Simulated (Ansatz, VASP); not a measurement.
## Al6Ge8O25 (glassy 73GeO2-27Al2O3 (mol %)) in two plane-wave programs

Aim: how closely do two programs agree when they are given the same cell, functional and k mesh? The cell is taken from a series of runs on this material, whose earlier steps may have relaxed or scaled it; both programs get it as it stands.

Main program and level: Ansatz 0.2.0; plane waves, with VASP 6.6.1 beside it; single point at PBE.

## 1. The structure

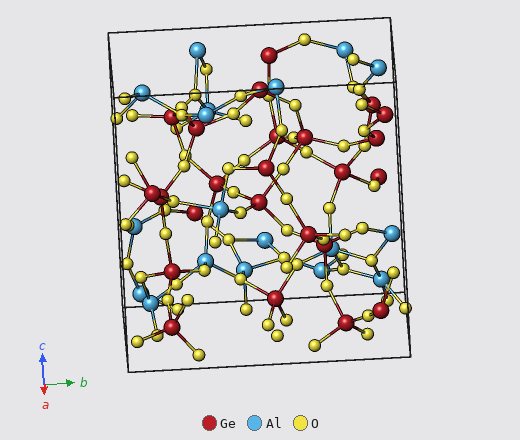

The cell as given, slightly off an axis (germanium red, aluminium blue, oxygen yellow). Bonds to atoms that aren't drawn are left out. Some periodic images of atoms are drawn too.

The cell holds 117 atoms: 24 Ge, 18 Al and 75 O. Its edges and angles: a = 11.752 Å, b = 11.752 Å, c = 11.752 Å, α = 90.0°, β = 90.0°, γ = 90.0°. As first built, before any earlier steps moved the atoms: 117 atoms (24 Ge, 18 Al, 75 O) placed at random at 3.46 g/cm^3, melted at 4000 K for 10 ps at fixed volume with the Morse and Coulomb pair potential with partial charges (Pedone, Malavasi, Menziani, Cormack and Segre, J. Phys. Chem. B 110, 11780 (2006)). Quenched from 4000 K to 300 K at 10 K/ps and fixed volume, held 10 ps at zero pressure.

## 2. Ansatz: single point, PBE

Ansatz runs on its default PAW (the set named soft_2) files.

A single point gives forces, pressure and levels at one fixed geometry, so differences don't come from the geometry; what else differs is listed under the comparison.

The input, input.yaml:

```yaml
crystal:
  lattice:
    - [11.75225, 0.0, 0.0]
    - [0.0, 11.75225, 0.0]
    - [0.0, 0.0, 11.75225]
  atoms:
    - { symbol: Ge, position: [0.36902, 0.35407, 0.51785] }
    - { symbol: Ge, position: [0.06504, 0.27237, 0.34527] }
    - { symbol: Ge, position: [0.30016, 0.91776, 0.75755] }
    - { symbol: Ge, position: [0.32589, 0.20748, 0.75913] }
    - { symbol: Ge, position: [0.54467, 0.6708, 0.7107] }
    - { symbol: Ge, position: [0.26086, 0.79986, 0.51054] }
    - { symbol: Ge, position: [0.65656, 0.92307, 0.71979] }
    - { symbol: Ge, position: [0.90302, 0.16325, 0.13207] }
    - { symbol: Ge, position: [0.62281, 0.49663, 0.50228] }
    - { symbol: Ge, position: [0.94775, 0.90395, 0.16216] }
    - { symbol: Ge, position: [0.64847, 0.1763, 0.2738] }
    - { symbol: Ge, position: [0.44441, 0.53794, 0.10721] }
    - { symbol: Ge, position: [0.26492, 0.57655, 0.65421] }
    - { symbol: Ge, position: [0.651, 0.71986, 0.3436] }
    - { symbol: Ge, position: [0.21685, 0.56277, 0.93746] }
    - { symbol: Ge, position: [0.95484, 0.1184, 0.63379] }
    - { symbol: Ge, position: [0.70782, 0.78093, 0.06745] }
    - { symbol: Ge, position: [0.94181, 0.52555, 0.70026] }
    - { symbol: Ge, position: [0.92018, 0.663, 0.4461] }
    - { symbol: Ge, position: [0.5974, 0.28895, 0.77799] }
    - { symbol: Ge, position: [0.87829, 0.95548, 0.85619] }
    - { symbol: Ge, position: [0.64424, 0.52057, 0.91579] }
    - { symbol: Ge, position: [0.69701, 0.14947, 0.55832] }
    - { symbol: Ge, position: [0.02388, 0.92907, 0.42965] }
    - { symbol: Al, position: [0.46712, 0.09576, 0.12007] }
    - { symbol: Al, position: [0.1027, 0.33672, 0.72248] }
    - { symbol: Al, position: [0.49896, 0.9618, 0.33326] }
    - { symbol: Al, position: [0.37691, 0.74524, 0.26202] }
    - { symbol: Al, position: [0.85449, 0.32344, 0.88394] }
    - { symbol: Al, position: [0.49853, 0.94425, 0.93797] }
[... 81 atom lines left out ...]
    - { symbol: O, position: [0.74976, 0.42796, 0.498] }
    - { symbol: O, position: [0.42533, 0.62094, 0.22239] }
    - { symbol: O, position: [0.5796, 0.80682, 0.67989] }
    - { symbol: O, position: [0.34506, 0.57382, 0.00375] }
    - { symbol: O, position: [0.36432, 0.41925, 0.16639] }
    - { symbol: O, position: [0.07143, 0.46981, 0.67099] }
kpoints:
  mp_grid: { grid: [1, 1, 1] }
hamiltonian:
  xc: pbe
scf:
  occupations: { method: fixed }
output:
  forces: true
  stress: true
  populations: true
  dos:
    method: { smearing: { sigma: 0.08 } }
    de: 0.1
    projected: { site_lists: { Al: [Al], Ge: [Ge], O: [O] } }
  eigenvalues: true
  write_density: true
  write_potential: true
  volumetric_format: npy
```

Run with:

```
ansatz run input.yaml --threads 4 --pin off --max-ram 8192MiB --backend cpu --events-out ev --progress --plain --runs-dir out
```

Numbers of over 12 decimals in the logs are rounded to 6 here.

The log of the run:

```text
Engine: ansatz 0.2.0, aarch64-unknown-linux-gnu
Pseudopotentials: kind: paw
Pseudopotential: Ge, paw, valence charge 14, recommended cutoff 420 eV (normal), Ge.paw.azcp
Pseudopotential: Al, paw, valence charge 3, recommended cutoff 420 eV (normal), Al.paw.azcp
Pseudopotential: O, paw, valence charge 6, recommended cutoff 420 eV (normal), O.paw.azcp
Functional definition: PBE
  parameter kappa = 0.804
  parameter beta = 0.066725
  exchange = pbe_x(kappa = kappa, mu = beta*pi^2/3)
  correlation = pbe_c(beta = beta)
Crystal: 117 atoms, lattice volume = 1623.166 Å³
Basis set: ecut = 420 eV, 31559 PW (Γ), exchange–correlation on 160×160×160 points (8 copies of the dense FFT grid, shifted against one another)
Bands: 537, of which v1, the nominal top of the filled ones, is band 420 counted from 1 (419 counted from 0)
Symmetry: 1 space group operations
Space group: P1 (ITA 1), of the structure as read, at distance tolerance 1.2e-4 Å
k-points: 1
Non-local potential: Ge, projectors of the file, l = 0: 2, l = 1: 2, l = 2: 3, l = 3: 1
Non-local potential: Al, projectors of the file, l = 0: 2, l = 1: 2, l = 2: 1
Non-local potential: O, projectors of the file, l = 0: 2, l = 1: 2, l = 2: 1
PAW form: soft (Blöchl's): semilocal exchange-correlation on the pseudo side does not see the compensation charge
PAW one-centre angular grid: Ge, 590 points (default); XC on 64 Gauss nodes
PAW one-centre angular grid: Al, 110 points (default); XC on 64 Gauss nodes
PAW one-centre angular grid: O, 110 points (default); XC on 64 Gauss nodes
Initial density: superposition of atomic densities (neutral atoms: chi_scale 0, normalization atom), corrected by the library's trained network
Initial wavefunctions: pseudopotential atomic-orbital guess
Functional: x = pbe(κ = 0.804, μ = 0.219515), c = pbe(β = 0.066725)
SCF iter   1: F=—  HF=-155348.040219 eV  |F-HF|=—  |Δ(HF+E_count)|=         —  Δρ=2.51e-3  dr2=1.27e-1  ethr=1.77e-3  ⟨swp⟩=5.0  Hψ=1814  notcnv=0  defer=115
preconditioner: auto → Resta (q_TF=auto, 2.445 Å⁻¹)  ε∞=2.8  [insulator: Δε(μ)=2.360 eV  Ē_g=19.846 eV  n_scr=388 (ndim 8)  ℏωp=26.7 eV  f_vac=0.192  ε∞_Penn≈2.8]
SCF iter   2: F=—  HF=-155348.045386 eV  |F-HF|=—  |Δ(HF+E_count)|=   5.17e-3  Δρ=1.34e-3  dr2=2.59e-2  ethr=1.51e-5  ⟨swp⟩=2.0  Hψ=920  notcnv=0  defer=115
SCF iter   3: F=—  HF=-155348.049397 eV  |F-HF|=—  |Δ(HF+E_count)|=   4.01e-3  Δρ=5.69e-4  dr2=6.54e-3  ethr=3.08e-6  ⟨swp⟩=3.0  Hψ=688  notcnv=0  defer=115
SCF iter   4: F=—  HF=-155348.049690 eV  |F-HF|=—  |Δ(HF+E_count)|=   2.92e-4  Δρ=1.64e-4  dr2=4.72e-4  ethr=7.78e-7  ⟨swp⟩=2.0  Hψ=659  notcnv=0  defer=115
SCF iter   5: F=—  HF=-155348.049854 eV  |F-HF|=—  |Δ(HF+E_count)|=   1.65e-4  Δρ=1.10e-4  dr2=1.62e-4  ethr=5.62e-8  ⟨swp⟩=2.0  Hψ=822  notcnv=0  defer=113
SCF iter   6: F=—  HF=-155348.049818 eV  |F-HF|=—  |Δ(HF+E_count)|=   3.68e-5  Δρ=2.51e-5  dr2=1.03e-5  ethr=1.93e-8  ⟨swp⟩=2.0  Hψ=721  notcnv=0  defer=112
SCF iter   7: F=—  HF=-155348.050163 eV  |F-HF|=—  |Δ(HF+E_count)|=   3.45e-4  Δρ=1.17e-5  dr2=1.99e-6  ethr=1.23e-9  ⟨swp⟩=2.0  Hψ=957  notcnv=0  defer=112
SCF iter   8: F=—  HF=-155348.050163 eV  |F-HF|=—  |Δ(HF+E_count)|=   7.56e-7  Δρ=5.48e-6  dr2=4.23e-7  ethr=2.37e-10  ⟨swp⟩=2.0  Hψ=845  notcnv=0  defer=112
SCF iter   9: F=-155348.050163 eV  HF=-155348.050163 eV  |F-HF|=2.74e-9  |Δ(HF+E_count)|=   1.35e-7  Δρ=1.63e-6  dr2=4.29e-8  ethr=1.19e-11  ⟨swp⟩=19.0  Hψ=4390  notcnv=0
SCF 1 converged in 9 iterations: F = -155348.050163 eV  dr2 = 4.29e-8
  greatest PAW one-centre occupation: 0.999 electrons in one spin orbital (limit 2), on the Ge atom at site 9 (counted from 0), in its partial waves of l = 2
[...]
atom 109  O      0.68289131    -2.15695078    -1.77236434
  atom 110  O      0.43021808    -0.43234907     0.12179049
  atom 111  O      2.32396073    -0.88188106    -1.65657810
  atom 112  O     -0.37389106    -0.73533345    -1.34552156
  atom 113  O      1.41521294    -1.29842798     0.04085648
  atom 114  O     -0.12528542     1.93922331    -1.27310970
  atom 115  O      0.86017997     0.66381807    -0.39406954
  atom 116  O      0.53262003    -0.69877770     0.13167044
  atom 117  O      2.87093648     0.14665970    -1.10655952
  max |Σ_I F_I| component: 1.71e-4 eV/Å
--- Stress (GPa, compression-positive) ---
        9.187013       0.478912      -0.092948
        0.478909       9.412734       0.167687
       -0.092948       0.167682       8.016835
  P = ⅓ Tr σ = 8.8722 GPa (88.722 kbar)
--- Band table (eV) ---
  k-point 0: bands = [... 416 lower, 3.6462, 3.7366, 3.8621, 4.0084, 6.2184, 7.2483, 7.5084, 7.7611, ... 113 higher]
--- Löwdin populations: 117 sites ---
  site symbol       q [e]
     0     Ge     12.3418
     1     Ge     12.3743
     2     Ge     12.3551
     3     Ge     12.3466
     4     Ge     12.3403
     5     Ge     12.3455
     6     Ge     12.3215
     7     Ge     12.3815
     8     Ge     12.3455
     9     Ge     12.3418
    10     Ge     12.3327
    11     Ge     12.3234
    12     Ge     12.3294
    13     Ge     12.3940
    14     Ge     12.3421
    15     Ge     12.3535
    16     Ge     12.3505
    17     Ge     12.3947
    18     Ge     12.3523
    19     Ge     12.3512
    20     Ge     12.3515
    21     Ge     12.3691
    22     Ge     12.3198
    23     Ge     12.3516
[...]
109      O      6.8593
   110      O      6.7482
   111      O      6.8174
   112      O      6.7899
   113      O      6.7318
   114      O      6.7658
   115      O      6.8043
   116      O      6.8156
  spilling = 0.005947 (of n_electrons = 840.000000)
```

In the SCF lines HF is the Harris–Foulkes energy and dr2 the Hartree energy of the density residual, in eV; the loop may stop once dr2 is under the threshold and the program's other checks hold. Hψ counts applications of the Hamiltonian.

## 3. VASP: single point, PBE

The same cell, functional and mesh now go to VASP, with its own data sets and cutoff.

Lines of VASP's logs that name or quote its potential files are left out, and so is its time.

The input, INCAR:

```
SYSTEM = Al6Ge8O25
PREC = Accurate
ENCUT = 520
EDIFF = 1E-05
NELM = 100
ISMEAR = 0
SIGMA = 0.01
LREAL = Auto
ALGO = Fast
GGA = PE
NBANDS = 501
LORBIT = 11
LWAVE = .FALSE.
LCHARG = .FALSE.
ISIF = 2
```

The input, POSCAR:

```
Al6Ge8O25
1.0
   11.7522500000      0.0000000000      0.0000000000
    0.0000000000     11.7522500000      0.0000000000
    0.0000000000      0.0000000000     11.7522500000
Ge Al O
24 18 75
Direct
    0.3690200000      0.3540700000      0.5178500000
    0.0650400000      0.2723700000      0.3452700000
    0.3001600000      0.9177600000      0.7575500000
    0.3258900000      0.2074800000      0.7591300000
    0.5446700000      0.6708000000      0.7107000000
    0.2608600000      0.7998600000      0.5105400000
    0.6565600000      0.9230700000      0.7197900000
    0.9030200000      0.1632500000      0.1320700000
    0.6228100000      0.4966300000      0.5022800000
    0.9477500000      0.9039500000      0.1621600000
    0.6484700000      0.1763000000      0.2738000000
    0.4444100000      0.5379400000      0.1072100000
    0.2649200000      0.5765500000      0.6542100000
    0.6510000000      0.7198600000      0.3436000000
    0.2168500000      0.5627700000      0.9374600000
    0.9548400000      0.1184000000      0.6337900000
    0.7078200000      0.7809300000      0.0674500000
    0.9418100000      0.5255500000      0.7002600000
    0.9201800000      0.6630000000      0.4461000000
    0.5974000000      0.2889500000      0.7779900000
    0.8782900000      0.9554800000      0.8561900000
    0.6442400000      0.5205700000      0.9157900000
    0.6970100000      0.1494700000      0.5583200000
    0.0238800000      0.9290700000      0.4296500000
    0.4671200000      0.0957600000      0.1200700000
    0.1027000000      0.3367200000      0.7224800000
    0.4989600000      0.9618000000      0.3332600000
    0.3769100000      0.7452400000      0.2620200000
    0.8544900000      0.3234400000      0.8839400000
    0.4985300000      0.9442500000      0.9379700000
[... 81 atom lines left out ...]
    0.7497600000      0.4279600000      0.4980000000
    0.4253300000      0.6209400000      0.2223900000
    0.5796000000      0.8068200000      0.6798900000
    0.3450600000      0.5738200000      0.0037500000
    0.3643200000      0.4192500000      0.1663900000
    0.0714300000      0.4698100000      0.6709900000
```

The input, KPOINTS:

```
Automatic mesh
0
Gamma
1 1 1
0 0 0
```

PAW data sets: Ge_d, Al and O (PBE family, release 64).

Run with:

```
export OMP_NUM_THREADS=5
mpirun -np 1 vasp_gam
```

The log of the run:

```text
[banner, memory and clock lines left out]
running    1 mpi-ranks, on    1 nodes
[...]
Offloading initialized ...    1 GPUs detected
[...]
LDA part: xc-table for (Slater+PW92), standard interpolation
 POSCAR, INCAR and KPOINTS ok, starting setup
[...]
entering main loop
       N       E                     dE             d eps       ncg     rms          rms(c)
DAV:   1     0.279182239200E+05    0.27918E+05   -0.26422E+05  1250   0.392E+03
DAV:   2     0.582378717095E+04   -0.22094E+05   -0.21038E+05  1010   0.111E+03
DAV:   3    -0.925205522915E+02   -0.59163E+04   -0.55838E+04  1114   0.383E+02
DAV:   4    -0.868923899304E+03   -0.77640E+03   -0.76219E+03  1159   0.160E+02
[...]
RMM:  15    -0.771425108562E+03   -0.36728E-03   -0.38827E-03  1741   0.780E-02    0.291E-02
RMM:  16    -0.771425195523E+03   -0.86961E-04   -0.10262E-03  1596   0.330E-02    0.159E-02
RMM:  17    -0.771425217081E+03   -0.21557E-04   -0.23188E-04  1332   0.156E-02    0.104E-02
WARNING in EDDRMM: call to ZHEGV failed, returncode =   6  3    381
RMM:  18    -0.771425224070E+03   -0.69889E-05   -0.79913E-05   921   0.979E-03
   1 F= -.77142522E+03 E0= -.77142522E+03  d E =-.416389E-13
```

From OUTCAR (step 3):

```text
  FREE ENERGIE OF THE ION-ELECTRON SYSTEM (eV)
  ---------------------------------------------------
  free  energy   TOTEN  =      -771.4252240697 eV

  energy  without entropy=     -771.4252240697  energy(sigma->0) =     -771.42522407

[... 2 further parts left out ...]
[key lines of the parts left out:]
E-fermi :   1.8104
```

The run ends at a pressure of 8.33 GPa, with forces up to 4.2 eV/Å.

## 4. Side by side

Known differences besides the PAW data sets themselves: fixed occupations in Ansatz, narrow Gaussian smearing in VASP; the cutoff is 420 eV in Ansatz and 520 eV in VASP (PREC = Accurate, projectors in real space); VASP leaves aspherical gradient terms in its spheres out (LASPH is not set), Ansatz keeps them. Total energies have different zeros and are not compared.

The two programs side by side:

| quantity | Ansatz | VASP | difference |
| --- | --- | --- | --- |
| pressure (GPa) | 8.87 | 8.33 | +0.54 |
| gap on the k mesh (eV) | 2.210 | 2.182 | +0.028 |

Forces on 10 of the 117 atoms, picked by the larger force of the two programs (eV/Å; atoms numbered as in POSCAR):

| atom | Ansatz x, y, z | VASP x, y, z |
| --- | --- | --- |
| Ge13 | 3.064, -1.150, 1.558 | 2.980, -1.102, 1.483 |
| Ge20 | -2.497, -0.859, 1.587 | -2.469, -0.775, 1.497 |
| Al28 | -1.340, 3.259, -0.741 | -1.349, 3.248, -0.727 |
| O57 | 1.824, -2.599, 1.037 | 1.843, -2.632, 1.041 |
| O75 | -1.233, -3.067, -1.862 | -1.292, -3.142, -1.882 |
| O76 | -2.639, 1.323, 0.511 | -2.757, 1.453, 0.523 |
| O84 | -3.211, 2.224, -1.877 | -3.100, 2.136, -1.791 |
| O88 | -2.869, 1.502, 0.678 | -2.787, 1.462, 0.653 |
| O102 | 2.051, -2.219, 0.333 | 1.992, -2.123, 0.321 |
| O117 | 2.871, 0.147, -1.107 | 2.786, 0.203, -1.090 |

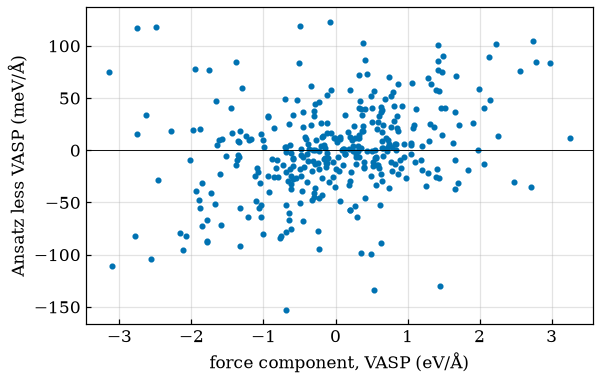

Difference of the force components against their size.

The forces differ by 44 meV/Å r.m.s., which is 4.0 % of the r.m.s. force of 1.11 eV/Å (both taken over all components).

## 5. What came out

| Quantity | Value |
| --- | --- |
| r.m.s. force difference (single point, PBE) | 4.0 % of the r.m.s. force |
| difference in pressure (single point, PBE) | 0.54 GPa |

What this shows: The r.m.s. force difference is 4.0 % of the r.m.s. force (single point, PBE), beyond the 3 % picked in this series as the mark of a large difference. No further run was made for the single point, PBE pair, so its cause stays open. Differences of this kind measure data sets and numerical settings, not the functional's error against experiment.

[Lines on the potential files, build, host, timing and source positions are cut from VASP's logs without a mark.]

[Logs are printed without paths, hosts, clocks, repeated set-up lines and the standing remarks that a program may print on its own settings, such as how far it seeks lower states.]

[Hosts, paths, dates, database ids (printed as entryN), source tags and the programs' standing remarks are cut or masked in the printed files.]
